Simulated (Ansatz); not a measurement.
# C2H3AlS: rotation by 180° about the Al1–C2 bond, part 1 of 2

Wanted: the energy profile along the rotation by 180° about the Al1–C2 bond, from relaxed end points and a band of images. SMILES of the start: [AlH2][CH]=C=S.

All numbers below are computed with Ansatz 0.2.0 (RHF/6-31G*).

1 further run of the same task is left out (it didn't finish).

## 1. The system as given

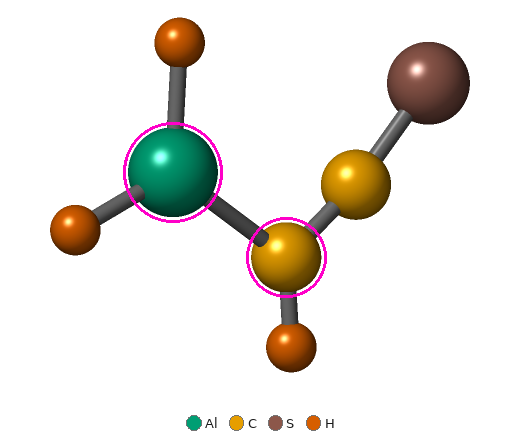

Start, viewed from a chosen angle; aluminium teal, carbon amber, sulfur brown, hydrogen orange. Ringed: Al1, C2.

Coordinates:

```xyz
7

Al   -0.4773    1.1301    0.0135
C     0.7265   -0.3625    0.5103
C     0.3792   -1.3879   -0.2034
S    -0.2090   -2.4776   -1.1559
H    -1.5757    0.9298   -1.0558
H    -0.3736    2.5241    0.6578
H     1.5299   -0.3560    1.2335
```

## 2. End point A

input.yaml reads:

```yaml
crystal:
  periodic: [false, false, false]
  atoms:
    - { symbol: Al, position_ang: [-0.47732, 1.13014, 0.01352] }
    - { symbol: C, position_ang: [0.72648, -0.36255, 0.51028] }
    - { symbol: C, position_ang: [0.37922, -1.3879, -0.20339] }
    - { symbol: S, position_ang: [-0.209, -2.47762, -1.15587] }
    - { symbol: H, position_ang: [-1.57568, 0.92981, -1.05581] }
    - { symbol: H, position_ang: [-0.37356, 2.52412, 0.65778] }
    - { symbol: H, position_ang: [1.52987, -0.35601, 1.23348] }
basis:
  gaussian: { orbitals: "6-31G*" }
hamiltonian:
  xc: hf
relax:
  f_tol: 0.015
  max_steps: 40
```

Launch:

```
ansatz run input.yaml --threads 1 --pin off --max-ram 2048MiB --backend cpu --events-out ev --progress --plain --runs-dir out
```

Output, shortened:

```text
Warning: RAYON_NUM_THREADS=1 ignored (pool sized by the plan → 1); use --threads N
[...]
Functional definition: HF
[...]
774 factors; integrals over basis functions are off by at most 4.5e-4 eV
[...]
mean field -19506.38915316 eV, -716.8465794732 hartree, gradient 1.4e-5 eV, S^2 0.000000; 0 other end points of the search recorded, 0 dependent functions left out
[...]
reference -19506.38915316 eV, -716.8465794732 hartree; 22, 22 occupied and 52, 52 virtual orbitals, 774 factors
relax step   1: F+E_penalty+E_count = -19506.38915316 eV  Δ(F+E_penalty+E_count) = +0.000e0 eV  max|allowed force component| = 5.551e-1 eV/Å  Δτ_max = 0.0000 Å  (37 SCF iters, accepted)
[...]
relax step   6: F+E_penalty+E_count = -19506.52656156 eV  Δ(F+E_penalty+E_count) = -8.375e-3 eV  max|allowed force component| = 9.616e-2 eV/Å  Δτ_max = 0.0333 Å  (38 SCF iters, accepted)
[...]
relax step   7: F+E_penalty+E_count = -19506.52722325 eV  Δ(F+E_penalty+E_count) = -6.617e-4 eV  max|allowed force component| = 1.010e-2 eV/Å  Δτ_max = 0.0210 Å  (39 SCF iters, accepted)
774 factors; integrals over basis functions are off by at most 4.5e-4 eV
[...]
mean field -19506.52722325 eV, -716.8516534555 hartree, gradient 2.6e-5 eV, S^2 0.000000; 1 other end points of the search recorded, 0 dependent functions left out
[...]
reference -19506.52722325 eV, -716.8516534555 hartree; 22, 22 occupied and 52, 52 virtual orbitals, 774 factors
Total energy: -19506.52722325 eV, -716.8516534555 hartree
Atom 0 at    -0.515503     1.221149     0.014834 Å, force     0.000154    -0.010100    -0.003818 eV/Å
Atom 1 at     0.585802    -0.341339     0.392405 Å, force    -0.008124    -0.002661    -0.007022 eV/Å
Atom 2 at     0.363866    -1.447802    -0.240352 Å, force     0.000435    -0.001583    -0.000015 eV/Å
Atom 3 at     0.050369    -2.754512    -1.033682 Å, force     0.002057     0.004799     0.003261 eV/Å
Atom 4 at    -1.660272     1.098377    -1.063741 Å, force    -0.000257     0.003307     0.000983 eV/Å
Atom 5 at    -0.209049     2.549376     0.812690 Å, force     0.002528     0.002936     0.003159 eV/Å
Atom 6 at     1.384796    -0.325258     1.117837 Å, force     0.003208     0.003302     0.003451 eV/Å
Dipole moment:     0.103474     0.289999     0.206673 e Å
```

Wall time 8.4 s (1 thread of Intel Xeon 6975P-C (Granite Rapids), shared host); peak memory 0.14 GiB.

Relaxation path:

```csv
step,energy from step 1 (eV),largest force component (eV/Å)
1,0.0000,0.5551
2,-0.0905,0.2222
3,-0.1151,0.2718
4,-0.1290,0.4606
5x,-0.1284,0.5364
6,-0.1374,0.0962
7,-0.1381,0.0101
```

Step 1 is the start. 1 step was tried and not accepted (marked x).

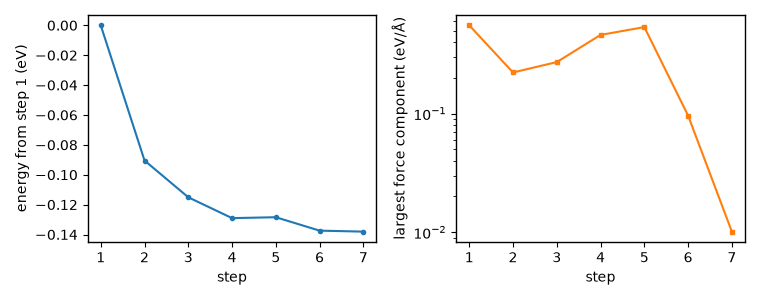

Energy and largest force along the relaxation.

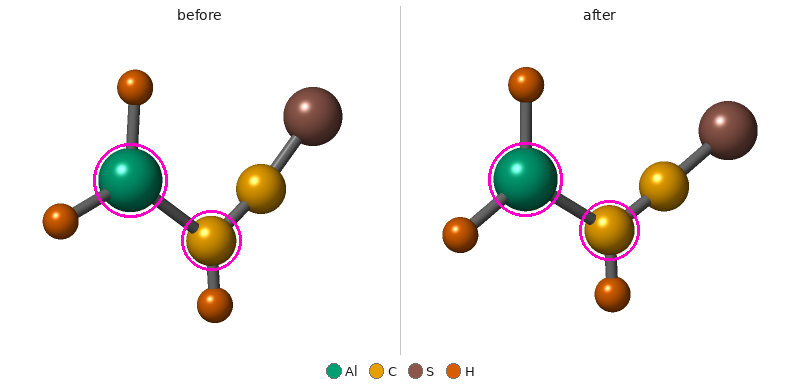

Before and after, at one scale.

After: Bond lengths: Al1–C2 1.949 Å, C2–C3 1.294 Å, C3–S4 1.560 Å, Al1–H5 1.578 Å, Al1–H6 1.579 Å, C2–H7 1.079 Å. Angles: Al1–C2–C3 119.6°, Al1–C2–H7 122.5°, C3–C2–H7 117.9°, C2–Al1–H5 118.7°, C2–Al1–H6 117.8°, H5–Al1–H6 123.5°, C2–C3–S4 177.7°.

## 3. Relaxing end B

The second end starts from a geometry with the move made by hand.

input.yaml reads:

```yaml
crystal:
  periodic: [false, false, false]
  atoms:
    - { symbol: Al, position_ang: [-0.47732, 1.13014, 0.01352] }
    - { symbol: C, position_ang: [0.72648, -0.36255, 0.51028] }
    - { symbol: C, position_ang: [1.5388, 0.08614, 1.41586] }
    - { symbol: S, position_ang: [2.40027, 0.83703, 2.4811] }
    - { symbol: H, position_ang: [-1.57568, 0.92981, -1.05581] }
    - { symbol: H, position_ang: [-0.37356, 2.52412, 0.65778] }
    - { symbol: H, position_ang: [0.7309, -1.37076, 0.12043] }
basis:
  gaussian: { orbitals: "6-31G*" }
hamiltonian:
  xc: hf
relax:
  f_tol: 0.015
  max_steps: 40
```

Launch:

```
ansatz run input.yaml --threads 1 --pin off --max-ram 2048MiB --backend cpu --events-out ev --progress --plain --runs-dir out
```

Output:

```text
Warning: RAYON_NUM_THREADS=1 ignored (pool sized by the plan → 1); use --threads N
The last accepted step is kept in <dir> (removed where the run ends without a failure and the disk answers)
Engine: ansatz 0.2.0, x86_64-unknown-linux-gnu
Functional definition: HF
  exchange = exact_x
  correlation = 0
774 factors; integrals over basis functions are off by at most 4.5e-4 eV
mean field evaluation 1: about -19504.7547 eV, gradient 2.1e1 eV
mean field evaluation 2: about -19504.8188 eV, gradient 2.1e1 eV
mean field evaluation 4: about -19506.3338 eV, gradient 3.4e0 eV
mean field evaluation 8: about -19506.3883 eV, gradient 1.4e-1 eV
mean field -19506.38863441 eV, -716.8465604093 hartree, gradient 1.4e-5 eV, S^2 0.000000; 0 other end points of the search recorded, 0 dependent functions left out
the calculation of the forces begins
reference -19506.38863441 eV, -716.8465604093 hartree; 22, 22 occupied and 52, 52 virtual orbitals, 774 factors
relax step   1: F+E_penalty+E_count = -19506.38863441 eV  Δ(F+E_penalty+E_count) = +0.000e0 eV  max|allowed force component| = 6.424e-1 eV/Å  Δτ_max = 0.0000 Å  (37 SCF iters, accepted)
these checks for a lower state are left out or cut short: starts, cluster_reference, orbital_swaps, neighbouring_geometries, increment
774 factors; integrals over basis functions are off by at most 4.7e-4 eV
mean field evaluation 16: about -19506.4819 eV, gradient 5.0e-4 eV
mean field -19506.48185305 eV, -716.8499861314 hartree, gradient 2.0e-5 eV, S^2 0.000000; 0 other end points of the search recorded, 0 dependent functions left out
the calculation of the forces begins
reference -19506.48185305 eV, -716.8499861314 hartree; 22, 22 occupied and 52, 52 virtual orbitals, 774 factors
relax step   2: F+E_penalty+E_count = -19506.48185305 eV  Δ(F+E_penalty+E_count) = -9.322e-2 eV  max|allowed force component| = 2.708e-1 eV/Å  Δτ_max = 0.1288 Å  (39 SCF iters, accepted)
these checks for a lower state are left out or cut short: starts, cluster_reference, orbital_swaps, neighbouring_geometries, increment
774 factors; integrals over basis functions are off by at most 4.8e-4 eV
mean field -19506.50439450 eV, -716.8508145145 hartree, gradient 2.2e-5 eV, S^2 0.000000; 0 other end points of the search recorded, 0 dependent functions left out
the calculation of the forces begins
reference -19506.50439450 eV, -716.8508145145 hartree; 22, 22 occupied and 52, 52 virtual orbitals, 774 factors
relax step   3: F+E_penalty+E_count = -19506.50439450 eV  Δ(F+E_penalty+E_count) = -2.254e-2 eV  max|allowed force component| = 2.611e-1 eV/Å  Δτ_max = 0.0923 Å  (39 SCF iters, accepted)
these checks for a lower state are left out or cut short: starts, cluster_reference, orbital_swaps, neighbouring_geometries, increment
774 factors; integrals over basis functions are off by at most 4.9e-4 eV
mean field evaluation 32: about -19506.5189 eV, gradient 1.8e-5 eV
mean field -19506.51893528 eV, -716.8513488780 hartree, gradient 2.5e-5 eV, S^2 0.000000; 0 other end points of the search recorded, 0 dependent functions left out
the calculation of the forces begins
reference -19506.51893528 eV, -716.8513488780 hartree; 22, 22 occupied and 52, 52 virtual orbitals, 774 factors
relax step   4: F+E_penalty+E_count = -19506.51893528 eV  Δ(F+E_penalty+E_count) = -1.454e-2 eV  max|allowed force component| = 4.022e-1 eV/Å  Δτ_max = 0.1527 Å  (39 SCF iters, accepted)
these checks for a lower state are left out or cut short: starts, cluster_reference, orbital_swaps, neighbouring_geometries, increment
774 factors; integrals over basis functions are off by at most 4.9e-4 eV
mean field -19506.51742977 eV, -716.8512935518 hartree, gradient 2.5e-5 eV, S^2 0.000000; 0 other end points of the search recorded, 0 dependent functions left out
the calculation of the forces begins
reference -19506.51742977 eV, -716.8512935518 hartree; 22, 22 occupied and 52, 52 virtual orbitals, 774 factors
relax step   5: F+E_penalty+E_count = -19506.51742977 eV  Δ(F+E_penalty+E_count) = +1.506e-3 eV  max|allowed force component| = 4.588e-1 eV/Å  Δτ_max = 0.0653 Å  (37 SCF iters, rejected (line search))
these checks for a lower state are left out or cut short: starts, cluster_reference, orbital_swaps, neighbouring_geometries, increment
774 factors; integrals over basis functions are off by at most 4.9e-4 eV
mean field -19506.52685664 eV, -716.8516399828 hartree, gradient 2.4e-5 eV, S^2 0.000000; 0 other end points of the search recorded, 0 dependent functions left out
the calculation of the forces begins
reference -19506.52685664 eV, -716.8516399828 hartree; 22, 22 occupied and 52, 52 virtual orbitals, 774 factors
relax step   6: F+E_penalty+E_count = -19506.52685664 eV  Δ(F+E_penalty+E_count) = -7.921e-3 eV  max|allowed force component| = 8.581e-2 eV/Å  Δτ_max = 0.0326 Å  (39 SCF iters, accepted)
these checks for a lower state are left out or cut short: starts, cluster_reference, orbital_swaps, neighbouring_geometries, increment
774 factors; integrals over basis functions are off by at most 4.9e-4 eV
mean field -19506.52723758 eV, -716.8516539819 hartree, gradient 2.1e-5 eV, S^2 0.000000; 0 other end points of the search recorded, 0 dependent functions left out
the calculation of the forces begins
reference -19506.52723758 eV, -716.8516539819 hartree; 22, 22 occupied and 52, 52 virtual orbitals, 774 factors
relax step   7: F+E_penalty+E_count = -19506.52723758 eV  Δ(F+E_penalty+E_count) = -3.809e-4 eV  max|allowed force component| = 7.976e-3 eV/Å  Δτ_max = 0.0145 Å  (32 SCF iters, accepted)
774 factors; integrals over basis functions are off by at most 4.9e-4 eV
mean field evaluation 64: about -19506.5272 eV, gradient 5.9e-4 eV
mean field -19506.52723758 eV, -716.8516539819 hartree, gradient 2.1e-5 eV, S^2 0.000000; 1 other end points of the search recorded, 0 dependent functions left out
the calculation of the forces begins
reference -19506.52723758 eV, -716.8516539819 hartree; 22, 22 occupied and 52, 52 virtual orbitals, 774 factors
Total energy: -19506.52723758 eV, -716.8516539819 hartree
Atom 0 at    -0.557519     1.162231    -0.045421 Å, force     0.006368    -0.007800     0.002640 eV/Å
Atom 1 at     0.708435    -0.189293     0.561497 Å, force    -0.001075     0.007976     0.001336 eV/Å
Atom 2 at     1.583368     0.111952     1.465652 Å, force     0.000447     0.006056     0.002588 eV/Å
Atom 3 at     2.615382     0.532946     2.557812 Å, force    -0.002441    -0.003640    -0.003305 eV/Å
Atom 4 at    -1.605291     0.744889    -1.151748 Å, force     0.001199    -0.000493     0.001048 eV/Å
Atom 5 at    -0.486967     2.606193     0.585623 Å, force    -0.001670     0.002576    -0.000418 eV/Å
Atom 6 at     0.712481    -1.194988     0.169746 Å, force    -0.002829    -0.004675    -0.003889 eV/Å
Dipole moment:    -0.228278    -0.135453    -0.258285 e Å
```

Wall time 10 s (1 thread of Intel Xeon 6975P-C (Granite Rapids), shared host); peak memory 0.15 GiB.

Relaxation path:

| step | energy from step 1 (eV) | largest force component (eV/Å) |
| --- | --- | --- |
| 1 | 0.0000 | 0.6424 |
| 2 | -0.0932 | 0.2708 |
| 3 | -0.1158 | 0.2611 |
| 4 | -0.1303 | 0.4022 |
| 5x | -0.1288 | 0.4588 |
| 6 | -0.1382 | 0.0858 |
| 7 | -0.1386 | 0.0080 |

Step 1 is the start. 1 step was tried and not accepted (marked x).

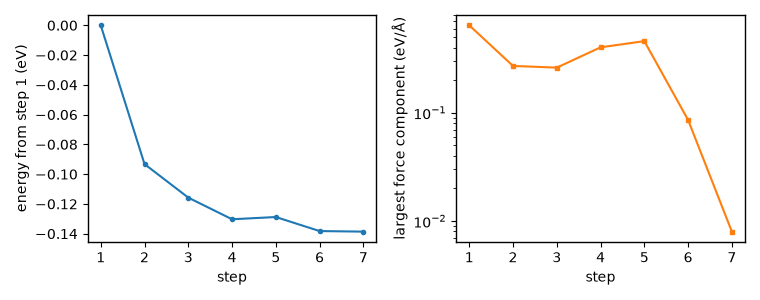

How energy and force went from step to step.

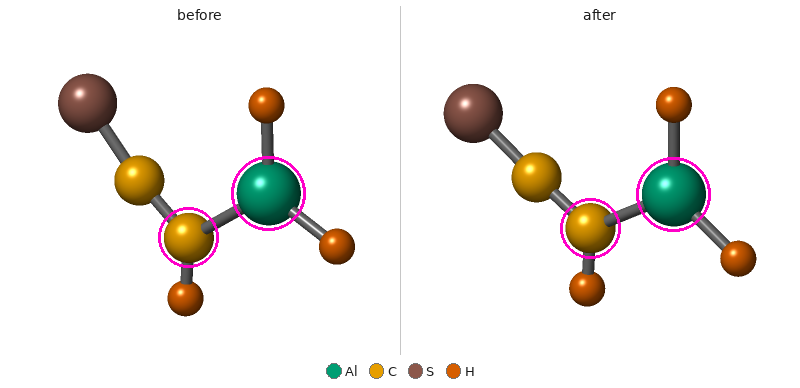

Before and after, at one scale.

After: Bond lengths: Al1–C2 1.949 Å, C2–C3 1.294 Å, C3–S4 1.560 Å, Al1–H5 1.580 Å, Al1–H6 1.577 Å, C2–H7 1.079 Å. Angles: Al1–C2–C3 119.7°, Al1–C2–H7 122.4°, C3–C2–H7 117.9°, C2–Al1–H5 117.8°, C2–Al1–H6 118.8°, H5–Al1–H6 123.5°, C2–C3–S4 177.7°.

## 4. Nudged elastic band

crystal.atoms is end A as relaxed above, and neb.final_atoms is end B, turned to lie on A. With 7 inner images the band has 9 in all. The start path is listed, through a guess of the saddle.

input.yaml reads:

```yaml
crystal:
  periodic: [false, false, false]
  atoms:
    - { symbol: Al, position_ang: [-0.515503, 1.221149, 0.014834] }
    - { symbol: C, position_ang: [0.585802, -0.341339, 0.392405] }
    - { symbol: C, position_ang: [0.363866, -1.447802, -0.240352] }
    - { symbol: S, position_ang: [0.050369, -2.754512, -1.033682] }
    - { symbol: H, position_ang: [-1.660272, 1.098377, -1.063741] }
    - { symbol: H, position_ang: [-0.209049, 2.549376, 0.81269] }
    - { symbol: H, position_ang: [1.384796, -0.325258, 1.117837] }
basis:
  gaussian: { orbitals: "6-31G*" }
hamiltonian:
  xc: hf
neb:
  order_check: false
  images: 7
  f_tol: 0.05
  max_iterations: 60
  final_atoms:
    - { symbol: Al, position_ang: [-0.51571307, 1.22152688, 0.01486603] }
    - { symbol: C, position_ang: [0.58517946, -0.34181776, 0.3911575] }
    - { symbol: C, position_ang: [0.36367428, -1.44891901, -0.24051873] }
    - { symbol: S, position_ang: [0.05015563, -2.7561661, -1.03292859] }
    - { symbol: H, position_ang: [-0.20586894, 2.54906805, 0.81335898] }
    - { symbol: H, position_ang: [-1.66219735, 1.10122455, -1.06185192] }
    - { symbol: H, position_ang: [1.38477899, -0.32492562, 1.11590773] }
  initial_path:
    images:
      - { positions_ang: [[-0.515503, 1.221149, 0.014834], [0.585802, -0.341339, 0.392405], [0.363866, -1.447802, -0.240352], [0.050369, -2.754512, -1.033682], [-1.660272, 1.098377, -1.063741], [-0.209049, 2.549376, 0.81269], [1.384796, -0.325258, 1.117837]] }
      - { positions_ang: [[-0.51147612, 1.19551821, 0.0081378], [0.54452816, -0.37564684, 0.47270045], [0.40543328, -1.41862492, -0.24457022], [0.17465372, -2.61389851, -1.16544821], [-1.75554053, 1.12931111, -0.79057121], [-0.09047239, 2.48722933, 0.45104411], [1.23288288, -0.40389739, 1.26869827]] }
      - { positions_ang: [[-0.50744923, 1.16988743, 0.0014416], [0.50325433, -0.40995467, 0.5529959], [0.44700056, -1.38944784, -0.24878844], [0.29893843, -2.47328502, -1.29721441], [-1.85080906, 1.16024522, -0.51740141], [0.02810421, 2.42508267, 0.08939822], [1.08096977, -0.48253677, 1.41955955]] }
      - { positions_ang: [[-0.50342235, 1.14425664, -0.0052546], [0.46198049, -0.44426251, 0.63329134], [0.48856784, -1.36027077, -0.25300667], [0.42322315, -2.33267153, -1.42898062], [-1.9460776, 1.19117932, -0.24423162], [0.14668082, 2.362936, -0.27224766], [0.92905665, -0.56117616, 1.57042082]] }
      - { positions_ang: [[-0.49939546, 1.11862585, -0.0119508], [0.42070665, -0.47857034, 0.71358679], [0.53013511, -1.33109369, -0.25722489], [0.54750786, -2.19205804, -1.56074682], [-2.04134613, 1.22211343, 0.02893817], [0.26525743, 2.30078933, -0.63389355], [0.77714353, -0.63981555, 1.7212821]] }
      - { positions_ang: [[-0.50347486, 1.14435111, -0.00524659], [0.46182485, -0.4443822, 0.63297947], [0.48851991, -1.36055002, -0.25304835], [0.4231698, -2.33308505, -1.42879226], [-1.58247683, 1.55385209, 0.22504337], [-0.21660627, 2.00089814, -0.74088314], [0.9290524, -0.56109306, 1.5699385]] }
      - { positions_ang: [[-0.50755427, 1.17007637, 0.00145762], [0.50294305, -0.41019405, 0.55237215], [0.4469047, -1.39000635, -0.24887181], [0.29883175, -2.47411207, -1.29683771], [-1.12360753, 1.88559074, 0.42114857], [-0.69846996, 1.70100694, -0.84787273], [1.08096126, -0.48237058, 1.41859491]] }
      - { positions_ang: [[-0.51163367, 1.19580162, 0.00816182], [0.54406126, -0.37600591, 0.47176482], [0.40528949, -1.41946268, -0.24469527], [0.17449369, -2.61513909, -1.16488315], [-0.66473824, 2.2173294, 0.61725377], [-1.18033365, 1.40111574, -0.95486233], [1.23287013, -0.4036481, 1.26725132]] }
      - { positions_ang: [[-0.51571307, 1.22152688, 0.01486603], [0.58517946, -0.34181776, 0.3911575], [0.36367428, -1.44891901, -0.24051873], [0.05015563, -2.7561661, -1.03292859], [-0.20586894, 2.54906805, 0.81335898], [-1.66219735, 1.10122455, -1.06185192], [1.38477899, -0.32492562, 1.11590773]] }
```

Launch:

```
ansatz run input.yaml --threads 1 --pin off --max-ram 2048MiB --backend cpu --events-out ev --progress --plain --runs-dir out
```

Output, shortened:

```text
Warning: RAYON_NUM_THREADS=1 ignored (pool sized by the plan → 1); use --threads N
[...]
Functional definition: HF
[...]
773 factors; integrals over basis functions are off by at most 4.5e-4 eV
[...]
mean field -19506.52721239 eV, -716.8516530562 hartree, gradient 1.6e-5 eV, S^2 0.000000; 0 other end points of the search recorded, 0 dependent functions left out
[...]
reference -19506.52721239 eV, -716.8516530562 hartree; 22, 22 occupied and 52, 52 virtual orbitals, 773 factors
773 factors; integrals over basis functions are off by at most 4.5e-4 eV
[...]
mean field -19506.52722683 eV, -716.8516535871 hartree, gradient 1.6e-5 eV, S^2 0.000000; 0 other end points of the search recorded, 0 dependent functions left out
[...]
reference -19506.52722683 eV, -716.8516535871 hartree; 22, 22 occupied and 52, 52 virtual orbitals, 773 factors
[...]
NEB iter   9: max|band force component| = 4.059e-2 eV/Å  barrier→ = 0.2194 eV  barrier← = 0.2194 eV  CI = image 4  Δτ_max = 0.0000 Å  (501 SCF iters)
Total energy: -19506.30782629 eV, -716.8435907660 hartree
Atom 0 at    -0.548452     1.212268     0.014304 Å, force     0.000119     0.000761     0.001728 eV/Å
Atom 1 at     0.362767    -0.456253     0.537827 Å, force    -0.003749     0.007946    -0.005506 eV/Å
Atom 2 at     0.541554    -1.394206    -0.324702 Å, force     0.004561    -0.009892     0.002986 eV/Å
Atom 3 at     0.724952    -2.494240    -1.427148 Å, force    -0.001886     0.002478    -0.002329 eV/Å
Atom 4 at    -2.115521     1.322285     0.176266 Å, force     0.002019     0.000175    -0.000932 eV/Å
Atom 5 at     0.307880     2.427423    -0.518852 Å, force    -0.001755    -0.001704     0.000893 eV/Å
Atom 6 at     0.726829    -0.617286     1.542295 Å, force     0.000691     0.000236     0.003159 eV/Å
Dipole moment:    -0.059389     0.355845     0.355729 e Å
this run last wrote the band of iteration 9 to <dir>
```

It took 63 s on 1 thread of Intel Xeon 6975P-C (Granite Rapids), shared host; peak memory 0.15 GiB.

(Continued in part 2 of 2.)
